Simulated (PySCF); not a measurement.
# C6H4FN3: excited states, first hyperpolarisability

What do calculations give for the excited states, first hyperpolarisability of C6H4FN3 (`FC=C=Cc1ncncn1`)?

Computed with PySCF 2.14.0 and routines of our own; the level stands in each step. Atoms count from 0.

### Step 1. The starting structure

14 atoms, charge 0, multiplicity 1; geometry from: GFN2-xTB.

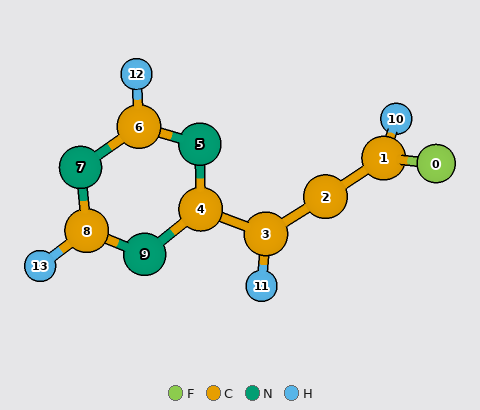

The starting geometry (fluorine green, carbon amber, nitrogen teal, hydrogen blue).

### Step 2. Geometry optimisation at PBE0-D3(BJ)/def2-SVP

Job settings and geometry (Å):

```
{"job": {"xc": "PBE0", "basis": "def2-SVP", "d3": "d3bj", "grid": 2, "kind": "geom"}, "charge": 0, "multiplicity": 1}
F      3.665095     1.322688     1.025047
C      3.099132     0.669155    -0.004825
C      2.090702    -0.132337     0.131142
C      1.058616    -0.922933     0.242592
C     -0.317014    -0.457727     0.115841
N     -0.548308     0.818874    -0.192248
C     -1.818663     1.155079    -0.276409
N     -2.845326     0.340450    -0.086769
C     -2.510478    -0.905424     0.206029
N     -1.278411    -1.359296     0.319864
H      3.592789     0.878852    -0.944793
H      1.168352    -1.980827     0.439961
H     -2.042083     2.185820    -0.522586
H     -3.315083    -1.612847     0.365063
```

Run with:

```
$ OMP_NUM_THREADS=1 python excited_run.py task.json out
```

One launch serves the whole session: the jobs run in the order shown.

Standard output:

```text
step   0  E = -494.15609322  max force = 0.014273
step   1  E = -494.15756148  max force = 0.004079
step   2  E = -494.15758129  max force = 0.001293
step   3  E = -494.15758740  max force = 0.001002
step   4  E = -494.15759711  max force = 0.000262
optimisation converged
```

Wall time 74 s (1 thread of Intel Xeon Platinum 8488C, shared host); peak memory 0.84 GiB.

Step by step:

| step | energy from step 0 (eV) | largest force component (eV/Å) |
| --- | --- | --- |
| 0 | 0.0000 | 0.7339 |
| 1 | -0.0400 | 0.2098 |
| 2 | -0.0405 | 0.0665 |
| 3 | -0.0407 | 0.0515 |
| 4 | -0.0409 | 0.0135 |

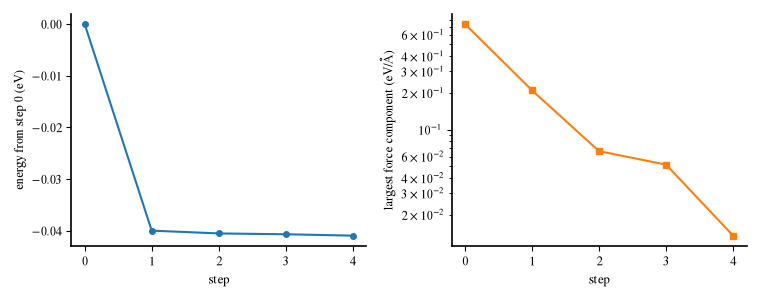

Energy and largest force along the relaxation.

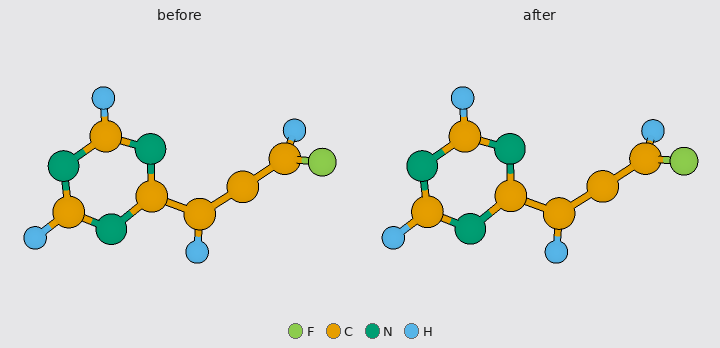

The geometry before (left) and after (right).

Close pairs (by a distance rule), those that changed most:

| bond | before (Å) | after (Å) | change (Å) |
| --- | --- | --- | --- |
| F0–C1 | 1.345 | 1.330 | -0.014 |
| C6–H12 | 1.083 | 1.097 | +0.014 |
| C3–H11 | 1.082 | 1.096 | +0.014 |
| C8–H13 | 1.083 | 1.097 | +0.014 |
| C3–C4 | 1.458 | 1.471 | +0.013 |
| C1–H10 | 1.082 | 1.095 | +0.013 |
| C1–C2 | 1.295 | 1.307 | +0.012 |
| C2–C3 | 1.305 | 1.315 | +0.010 |

The final coordinates are the input of the step that follows.

| at the end point | value |
| --- | --- |
| point group (found at 0.08 Å tolerance) | C1 |
| rotational constants (GHz, main isotopes) | 4.248, 0.648, 0.579 |
| dipole moment (D) | 1.19 |

### Step 3. Excited states: TDA CAM-B3LYP/aug-cc-pVDZ

Job settings and geometry (Å):

```
{"job": {"kind": "states", "xc": "CAM-B3LYP", "basis": "aug-cc-pVDZ", "tda": true, "soc": true, "nstates": 6, "ntriplets": 5, "nquad": 4}, "charge": 0, "multiplicity": 1}
F      3.752620     0.982672     0.831277
C      3.140700     0.332214    -0.154798
C      2.091245    -0.427003     0.022048
C      1.037203    -1.202975     0.147185
C     -0.351693    -0.732755     0.034849
N     -0.583712     0.554299    -0.244925
C     -1.862509     0.887122    -0.325651
N     -2.894391     0.061792    -0.155919
C     -2.549875    -1.192260     0.115182
N     -1.307804    -1.648375     0.222577
H      3.600187     0.490402    -1.136083
H      1.143406    -2.273951     0.352919
H     -2.093140     1.935236    -0.553426
H     -3.361261    -1.915658     0.262849
```

Method: TDA CAM-B3LYP/aug-cc-pVDZ excited states, vertical, gas phase, spin-orbit mean-field couplings.

Standard output:

```text
coarse grid: 13272 points
cycle   1  E = -494.7664204056  dE =  2.203e+00  |g| = 6.800e-01  |ddm| = 1.621e+01
cycle   2  E = -494.7578975791  dE =  8.523e-03  |g| = 7.877e-01  |ddm| = 2.735e+00
cycle   3  E = -494.8708420811  dE = -1.129e-01  |g| = 5.603e-02  |ddm| = 1.415e+00
cycle   4  E = -494.8713371064  dE = -4.950e-04  |g| = 3.594e-02  |ddm| = 1.921e-01
cycle   5  E = -494.8715766343  dE = -2.395e-04  |g| = 1.262e-02  |ddm| = 9.016e-02
cycle   6  E = -494.8716116472  dE = -3.501e-05  |g| = 3.205e-03  |ddm| = 3.347e-02
cycle   7  E = -494.8716144590  dE = -2.812e-06  |g| = 1.471e-03  |ddm| = 1.039e-02
final grid: 133320 points
cycle   8  E = -494.9022531890  dE = -2.141e-05  |g| = 4.397e-03  |ddm| = 2.383e-01
cycle   9  E = -494.9022516318  dE =  1.557e-06  |g| = 5.501e-03  |ddm| = 2.472e-02
cycle  10  E = -494.9022572217  dE = -5.590e-06  |g| = 5.672e-04  |ddm| = 9.285e-03
cycle  11  E = -494.9022572886  dE = -6.693e-08  |g| = 2.216e-04  |ddm| = 2.123e-03
cycle  12  E = -494.9022572995  dE = -1.092e-08  |g| = 1.070e-04  |ddm| = 6.898e-04
cycle  13  E = -494.9022573019  dE = -2.411e-09  |g| = 1.453e-05  |ddm| = 2.736e-04
cycle  14  E = -494.9022573020  dE = -5.218e-11  |g| = 7.792e-06  |ddm| = 6.687e-05
converged SCF energy = -494.9022573020

Singlet excitations
state   eV       nm        f     d(h-e)  d(exc)  Lambda  PR(NTO)  |dmu|/D   mu/D   main configurations
  1   4.1300   300.2   0.00050   1.172   3.061   0.490   1.067    3.483    3.582   H->L 0.91
  2   4.4150   280.8   0.00085   0.305   2.860   0.476   1.091    1.264    1.748   H-2->L 0.89
  3   4.6783   265.0   0.00652   1.222   3.048   0.449   1.032    3.673    3.914   H-3->L 0.84
  4   4.8722   254.5   0.00490   0.587   2.518   0.463   1.034    1.523    1.900   H-2->L+1 0.86, H->L+1 0.10
  5   4.9479   250.6   0.00389   0.524   2.530   0.409   1.016                     H-3->L+1 0.87, H->L+1 0.09
  6   5.7317   216.3   0.40700   0.757   3.185   0.669   1.222                     H-1->L 0.59, H-1->L+1 0.24, H-4->L 0.09

Triplet excitations (Tamm-Dancoff)
state   eV     d(h-e)  d(exc)  Lambda  PR(NTO)   main configurations
  1   3.5108   0.145   2.707   0.763   1.124   H-1->L 0.87
  2   3.7647   1.211   2.978   0.489   1.059   H->L 0.88
  3   4.0369   0.708   2.762   0.468   1.099   H-2->L 0.75, H-2->L+1 0.10
  4   4.2028   0.907   2.857   0.447   1.169   H-3->L 0.64, H-2->L 0.11
  5   4.3829   0.309   2.566   0.438   1.623   H-2->L+1 0.54, H-3->L 0.16, H->L+1 0.12
S1 - T1 = 0.6193 eV

Spin-orbit couplings |<S|Hso|T>| (cm-1)
             T1       T2       T3       T4       T5
S0        0.498   10.794   14.465   14.492   21.697
S1        4.659    0.587    6.422    3.078    3.316
S2        6.694    3.962    6.967   13.080    6.613
S3        1.436    4.912   14.790    7.572    1.050
S4        0.711    0.978    1.046    5.815    7.001
S5        0.990    0.109    3.851    5.430   14.471
S6        0.300    2.911    5.764    3.303    4.213
T1 sublevels (cm-1): 0.000 0.002 0.007   radiative rates (1/s): 0.0542 0.107 0.184
```

Wall time 82 s (1 thread of Intel Xeon Platinum 8488C, shared host); peak memory 1.1 GiB.

In short:

| quantity | value |
| --- | --- |
| S1 less T1 | 0.62 eV |

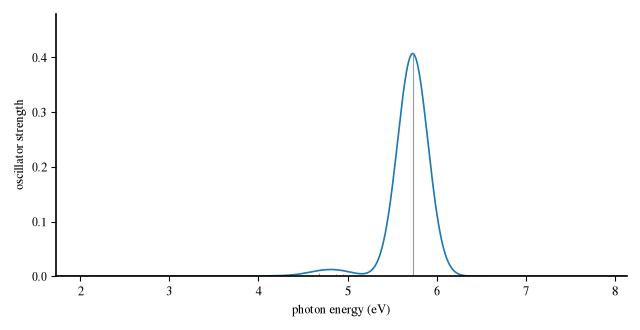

Absorption lines of the singlets. Lines are broadened to a width of 0.40 eV (Gaussian).

### Step 4. Excited states: TDDFT CAM-B3LYP/aug-cc-pVDZ

Settings changed since step 3:

```diff
@@ -1,2 +1,2 @@
-{"job": {"kind": "states", "xc": "CAM-B3LYP", "basis": "aug-cc-pVDZ", "tda": true, "soc": true, "nstates": 6, "ntriplets": 5, "nquad": 4}, "charge": 0, "multiplicity": 1}
+{"job": {"kind": "states", "xc": "CAM-B3LYP", "basis": "aug-cc-pVDZ", "tpa": true, "nstates": 8, "nquad": 6, "ntriplets": 0}, "charge": 0, "multiplicity": 1}
 F      3.752620     0.982672     0.831277
```

Level: TDDFT CAM-B3LYP/aug-cc-pVDZ excited states, vertical, gas phase, two-photon moments by quadratic response.

Standard output:

```text
coarse grid: 13272 points
cycle   1  E = -494.7664204056  dE =  2.203e+00  |g| = 6.800e-01  |ddm| = 1.621e+01
cycle   2  E = -494.7578975791  dE =  8.523e-03  |g| = 7.877e-01  |ddm| = 2.735e+00
cycle   3  E = -494.8708420811  dE = -1.129e-01  |g| = 5.603e-02  |ddm| = 1.415e+00
cycle   4  E = -494.8713371064  dE = -4.950e-04  |g| = 3.594e-02  |ddm| = 1.921e-01
cycle   5  E = -494.8715766343  dE = -2.395e-04  |g| = 1.262e-02  |ddm| = 9.016e-02
cycle   6  E = -494.8716116472  dE = -3.501e-05  |g| = 3.205e-03  |ddm| = 3.347e-02
cycle   7  E = -494.8716144590  dE = -2.812e-06  |g| = 1.471e-03  |ddm| = 1.039e-02
final grid: 133320 points
cycle   8  E = -494.9022531890  dE = -2.141e-05  |g| = 4.397e-03  |ddm| = 2.383e-01
cycle   9  E = -494.9022516318  dE =  1.557e-06  |g| = 5.501e-03  |ddm| = 2.472e-02
cycle  10  E = -494.9022572217  dE = -5.590e-06  |g| = 5.672e-04  |ddm| = 9.285e-03
cycle  11  E = -494.9022572886  dE = -6.693e-08  |g| = 2.216e-04  |ddm| = 2.123e-03
cycle  12  E = -494.9022572995  dE = -1.092e-08  |g| = 1.070e-04  |ddm| = 6.898e-04
cycle  13  E = -494.9022573019  dE = -2.411e-09  |g| = 1.453e-05  |ddm| = 2.736e-04
cycle  14  E = -494.9022573020  dE = -5.218e-11  |g| = 7.792e-06  |ddm| = 6.687e-05
converged SCF energy = -494.9022573020

Singlet excitations
state   eV       nm        f     d(h-e)  d(exc)  Lambda  PR(NTO)  |dmu|/D   mu/D   delta(TPA)   sigma/GM   main configurations
  1   4.1073   301.9   0.00041   1.171   3.064   0.490   1.071    3.488    3.587        0.22      0.001   H->L 0.91
  2   4.3903   282.4   0.00067   0.328   2.862   0.477   1.089    1.337    1.791        0.43      0.003   H-2->L 0.90
  3   4.6430   267.0   0.00474   1.218   3.056   0.450   1.046    3.690    3.936        4.17      0.033   H-3->L 0.85
  4   4.8352   256.4   0.00360   0.644   2.531   0.458   1.044    1.708    2.078        1.59      0.014   H-2->L+1 0.85, H->L+1 0.12
  5   4.9193   252.0   0.00188   0.540   2.515   0.413   1.017    1.052    1.754        0.72      0.006   H-3->L+1 0.89
  6   5.5013   225.4   0.52186   0.648   3.174   0.762   1.152    2.171    2.555      118.34      1.312   H-1->L 0.93
  7   5.7806   214.5   0.04520   0.589   3.018   0.486   1.786                                            H-1->L+1 0.59, H-4->L 0.29
  8   6.5137   190.3   0.00036   4.067   4.783   0.282   1.006                                            H->L+1 0.79, H-2->L+1 0.11
```

Run time: 1.7 min. Hardware: 1 thread of Intel Xeon Platinum 8488C, shared host; peak memory 1.1 GiB.

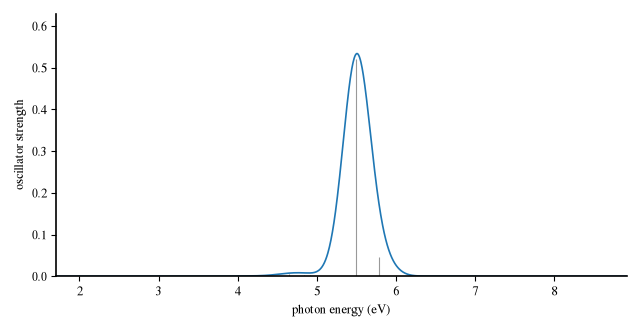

Absorption lines of the singlets. Lines are broadened to a width of 0.40 eV (Gaussian).

### Step 5. First hyperpolarisability: quadratic response CAM-B3LYP/aug-cc-pVDZ

Settings changed since step 4:

```diff
@@ -1,2 +1,2 @@
-{"job": {"kind": "states", "xc": "CAM-B3LYP", "basis": "aug-cc-pVDZ", "tpa": true, "nstates": 8, "nquad": 6, "ntriplets": 0}, "charge": 0, "multiplicity": 1}
+{"job": {"kind": "beta", "xc": "CAM-B3LYP", "basis": "aug-cc-pVDZ"}, "charge": 0, "multiplicity": 1}
 F      3.752620     0.982672     0.831277
```

Method: quadratic response CAM-B3LYP/aug-cc-pVDZ first hyperpolarisability, Taylor convention, gas phase.

Standard output:

```text
coarse grid: 13272 points
cycle   1  E = -494.7664204056  dE =  2.203e+00  |g| = 6.800e-01  |ddm| = 1.621e+01
cycle   2  E = -494.7578975791  dE =  8.523e-03  |g| = 7.877e-01  |ddm| = 2.735e+00
cycle   3  E = -494.8708420811  dE = -1.129e-01  |g| = 5.603e-02  |ddm| = 1.415e+00
cycle   4  E = -494.8713371064  dE = -4.950e-04  |g| = 3.594e-02  |ddm| = 1.921e-01
cycle   5  E = -494.8715766343  dE = -2.395e-04  |g| = 1.262e-02  |ddm| = 9.016e-02
cycle   6  E = -494.8716116472  dE = -3.501e-05  |g| = 3.205e-03  |ddm| = 3.347e-02
cycle   7  E = -494.8716144590  dE = -2.812e-06  |g| = 1.471e-03  |ddm| = 1.039e-02
final grid: 133320 points
cycle   8  E = -494.9022531890  dE = -2.141e-05  |g| = 4.397e-03  |ddm| = 2.383e-01
cycle   9  E = -494.9022516318  dE =  1.557e-06  |g| = 5.501e-03  |ddm| = 2.472e-02
cycle  10  E = -494.9022572217  dE = -5.590e-06  |g| = 5.672e-04  |ddm| = 9.285e-03
cycle  11  E = -494.9022572886  dE = -6.693e-08  |g| = 2.216e-04  |ddm| = 2.123e-03
cycle  12  E = -494.9022572995  dE = -1.092e-08  |g| = 1.070e-04  |ddm| = 6.898e-04
cycle  13  E = -494.9022573019  dE = -2.412e-09  |g| = 1.453e-05  |ddm| = 2.736e-04
cycle  14  E = -494.9022573020  dE = -5.184e-11  |g| = 7.792e-06  |ddm| = 6.687e-05
converged SCF energy = -494.9022573020

Lowest singlets (eV, f): 4.1073 0.0004  4.3903 0.0007  4.6430 0.0047

First hyperpolarisability (au)
process     nm      |vector|   parallel      HRS      DR
static         -      345.72     -59.22     147.45   4.552
shg       1907.0      371.21     -60.98     158.52   4.534
eope      1907.0      353.86     -59.79          -       -
shg       1064.0      441.19     -65.31     188.89   4.496
eope      1064.0      373.14     -61.11          -       -
```

Run time: 75 s. Hardware: 1 thread of Intel Xeon Platinum 8488C, shared host; peak memory 1.1 GiB.

### Step 6. Results

```
                                                   quantity                                                value
                                                point group                                                   C1
                       rotational constants (main isotopes)                                 4.25, 0.65, 0.58 GHz
             S1 less T1 (step 3, TDA CAM-B3LYP/aug-cc-pVDZ)                                              0.62 eV
β vector (step 5, quadratic response CAM-B3LYP/aug-cc-pVDZ)  static 346, SHG 1907.0 nm 371, SHG 1064.0 nm 441 au
```

**Reading.** Over 4 steps the energy fell by 0.041 eV; of the close pairs, F0–C1 changed most, 1.345 to 1.330 Å. No frequency check was run at this level, so the end point may be a saddle. In step 3, the number of triplets below S1 is 3, and the largest singlet-triplet spin-orbit coupling is S0–T5, 21.70 cm⁻¹. β grows from 346 au (static) to 441 au for doubling at 1064.0 nm: normal dispersion, which grows as twice the photon energy moves toward the bright states.
